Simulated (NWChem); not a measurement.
**NCO (nco radical) at 5 levels**

We compute a comparison of 5 runs (UB3LYP/cc-pVTZ, UBHLYP/cc-pVTZ, UM06-2X/cc-pVTZ, UM06-L/cc-pVTZ, UPBE0/cc-pVTZ) of NCO (nco radical). 

The calculation is run with NWChem 7.3.0.

### Step 1. The molecule

NCO has 3 atoms, charge 0, and is taken as a doublet. As SMILES, `[N]=C=O`. The shape is that of a PBE0-D4/def2-TZVP optimisation.

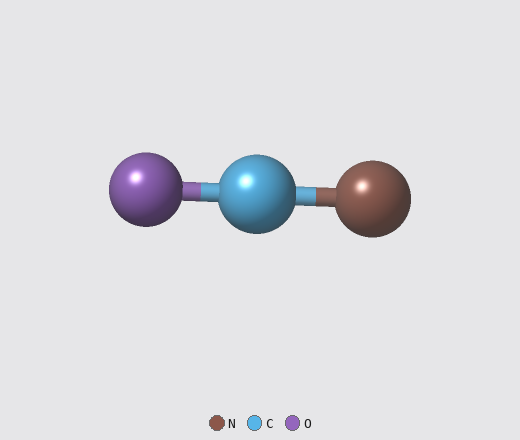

The structure, seen from a chosen angle (nitrogen brown, carbon blue, oxygen purple).

### Step 2. Energy and forces at UB3LYP/cc-pVTZ (run 1)

The input, a.nw:

```
START a
memory stack 880 mb heap 220 mb global 1100 mb
GEOMETRY units angstrom noautosym nocenter noautoz
   N     0.968200    0.423100    0.579200
   C    -0.013800   -0.006000   -0.008300
   O    -0.954400   -0.417100   -0.571000
END
BASIS spherical bse
   * library cc-pVTZ
END
DFT
   xc b3lyp
   mult 2
   grid fine
   convergence energy 1e-08
   maxiter 100
   mulliken
   print low
END
TASK dft gradient
```

Run with:

```bash
nwchem a.nw > a.out
```

What it wrote:

```text
[...]
 d= 0,ls=0.0,diis     1   -167.9844340475 -2.20D+02  3.36D-03  2.14D-01     1.7
[...]
 d= 0,ls=0.0,diis    12   -168.0672141140 -9.55D-09  1.53D-07  6.11D-10    15.9
[...]
         Total DFT energy =     -168.067214113982
      One electron energy =     -331.340717945717
           Coulomb energy =      131.816113210524
    Exchange-Corr. energy =      -20.811493620902
 Nuclear repulsion energy =       52.268884242113
[...]
      Total Density - Mulliken Population Analysis
     ---------------------------------------------
    Atom       Charge   Shell Charges
 -----------   ------   -------------------------------------------------------
    1 N    7     7.12   1.95  0.25  0.98  0.48  0.95  1.57  0.90  0.01  0.04  0.00
    2 C    6     5.76   1.95  0.21  0.76  0.14  0.87  1.22  0.39  0.05  0.15  0.02
    3 O    8     8.11   1.94  0.26  1.01  0.52  1.29  2.02  1.04  0.00  0.03  0.00
[...]
      <S2> =      0.7619 (Exact =     0.7500)
                         DFT ENERGY GRADIENTS
    atom               coordinates                        gradient
                 x          y          z           x          y          z
   1 N       1.829633   0.799543   1.094529   -0.000684  -0.000303  -0.000408
   2 C      -0.026078  -0.011338  -0.015685   -0.007006  -0.003055  -0.004194
   3 O      -1.803554  -0.788205  -1.079034    0.007690   0.003357   0.004602
 Task  times  cpu:       24.7s     wall:       24.7s
 Total times  cpu:       24.7s     wall:       24.7s
```

It took 26 s on 1 thread of Intel Xeon Platinum 8488C (Sapphire Rapids), shared host; peak memory 0.12 GiB.

### Step 3. Energy and forces at UBHLYP/cc-pVTZ (run 2)

The input, cno.nw:

```
echo
start cno
memory total 2200 mb
geometry noautosym nocenter noautoz
 N     0.968200    0.423100    0.579200
 C    -0.013800   -0.006000   -0.008300
 O    -0.954400   -0.417100   -0.571000
end
basis "ao basis" spherical bse
 N library cc-pVTZ
 C library cc-pVTZ
 O library cc-pVTZ
end
dft
 xc bhlyp
 mult 2
 grid fine
 convergence energy 1e-08
 maxiter 100
 mulliken
 print low
end
task dft gradient
```

Run with:

```bash
nwchem cno.nw > cno.out
```

What it wrote:

```text
[...]
 d= 0,ls=0.0,diis     1   -167.9024484432 -2.20D+02  2.57D-03  1.57D-01     1.9
[...]
 d= 0,ls=0.0,diis    13   -167.9752280921 -1.14D-09  1.81D-07  1.49D-10    15.8
[...]
         Total DFT energy =     -167.975228092130
      One electron energy =     -331.229665744443
           Coulomb energy =      131.718040062898
    Exchange-Corr. energy =      -20.732486652697
 Nuclear repulsion energy =       52.268884242113
[...]
      Total Density - Mulliken Population Analysis
     ---------------------------------------------
    Atom       Charge   Shell Charges
 -----------   ------   -------------------------------------------------------
    1 N    7     7.14   1.95  0.24  0.99  0.49  0.93  1.60  0.89  0.01  0.04  0.00
    2 C    6     5.72   1.96  0.20  0.77  0.14  0.84  1.21  0.36  0.05  0.16  0.02
    3 O    8     8.14   1.95  0.25  1.02  0.53  1.27  2.05  1.04  0.01  0.03  0.00
[...]
      <S2> =      0.7775 (Exact =     0.7500)
                         DFT ENERGY GRADIENTS
    atom               coordinates                        gradient
                 x          y          z           x          y          z
   1 N       1.829633   0.799543   1.094529    0.015189   0.006633   0.009089
   2 C      -0.026078  -0.011338  -0.015685    0.003143   0.001383   0.001876
   3 O      -1.803554  -0.788205  -1.079034   -0.018332  -0.008016  -0.010965
 Task  times  cpu:       25.6s     wall:       25.6s
 Total times  cpu:       25.6s     wall:       25.6s
```

Wall time 27 s (1 thread of Intel Xeon Platinum 8488C (Sapphire Rapids), shared host); peak memory 0.12 GiB.

Runs 3 to 4 aren't shown in full; the table further down has their settings and results.

### Step 4. Energy and gradient at UPBE0/cc-pVTZ (run 5)

The input, struct.nw:

```
start struct
title "CNO PBE0"
memory total 2200 mb

geometry units angstrom noautosym nocenter noautoz
  N      0.968200     0.423100     0.579200
  C     -0.013800    -0.006000    -0.008300
  O     -0.954400    -0.417100    -0.571000
end

basis spherical bse
  * library cc-pVTZ
end

dft
  xc pbe0
  mult 2
  grid fine
  convergence energy 1e-08
  maxiter 100
  mulliken
  noprint "final vectors analysis"
end

task dft gradient
```

Run with:

```bash
nwchem struct.nw > struct.out
```

What it wrote:

```text
[...]
          Wavefunction type:  spin polarized.
          No. of atoms     :     3
          No. of electrons :    21
[...]
          Charge           :     0
          Spin multiplicity:     2
[...]
          AO basis - number of functions:    90
[...]
              XC Information
              --------------
                         PBE0 Method XC Functional
                     Hartree-Fock (Exact) Exchange  0.250
          PerdewBurkeErnzerhof Exchange Functional  0.750
            Perdew 1991 LDA Correlation Functional  1.000 local
           PerdewBurkeErnz. Correlation Functional  1.000 non-local
[...]
 d= 0,ls=0.0,diis     1   -167.7991988660 -2.20D+02  3.25D-03  1.84D-01     1.9
[...]
 d= 0,ls=0.0,diis    12   -167.8775817917 -5.44D-09  1.58D-07  3.91D-10    19.0
[...]
         Total DFT energy =     -167.877581791657
      One electron energy =     -331.282218597292
           Coulomb energy =      131.754835084271
    Exchange-Corr. energy =      -20.619082520749
 Nuclear repulsion energy =       52.268884242113
[...]
      Total Density - Mulliken Population Analysis
     ---------------------------------------------
    Atom       Charge   Shell Charges
 -----------   ------   -------------------------------------------------------
    1 N    7     7.13   1.95  0.24  0.99  0.49  0.93  1.60  0.88  0.01  0.04  0.00
    2 C    6     5.76   1.96  0.21  0.77  0.13  0.85  1.25  0.36  0.05  0.16  0.02
    3 O    8     8.11   1.94  0.26  1.02  0.52  1.27  2.05  1.02  0.00  0.03  0.00
[...]
      <S2> =      0.7650 (Exact =     0.7500)
[...]
  wavefunction    = open shell
                         DFT ENERGY GRADIENTS
    atom               coordinates                        gradient
                 x          y          z           x          y          z
   1 N       1.829633   0.799543   1.094529   -0.000269  -0.000121  -0.000160
   2 C      -0.026078  -0.011338  -0.015685   -0.001087  -0.000468  -0.000654
   3 O      -1.803554  -0.788205  -1.079034    0.001357   0.000589   0.000813
[...]
```

It took 29 s on 1 thread of Intel Xeon Platinum 8488C (Sapphire Rapids), shared host; peak memory 0.12 GiB.

### Step 5. Overview of the runs

```csv
run,level,energy (Eh),⟨S²⟩,largest force (eV/Å),wall time
1,UB3LYP/cc-pVTZ,-168.067214,0.762,0.492,26 s
2,UBHLYP/cc-pVTZ,-167.975228,0.777,1.173,27 s
3,UM06-2X/cc-pVTZ,-167.999353,0.767,0.234,31 s
4,UM06-L/cc-pVTZ,-168.047505,0.760,0.338,39 s
5,UPBE0/cc-pVTZ,-167.877582,0.765,0.087,29 s
```

### Step 6. What came out

```
                       quantity          value
            run 5: total energy  -167.87758 Eh
           run 5: dipole moment         0.74 D
                    run 5: ⟨S²⟩          0.765
run 5: largest force on an atom     0.087 eV/Å
```

Over runs 3, 4, 5 the dipole moment (its size) runs from 0.63 D (UM06-2X/cc-pVTZ) to 0.80 D (UM06-L/cc-pVTZ). Totals of different functionals can't be ranked against each other. All runs together took 2.5 min, the longest 39 s.
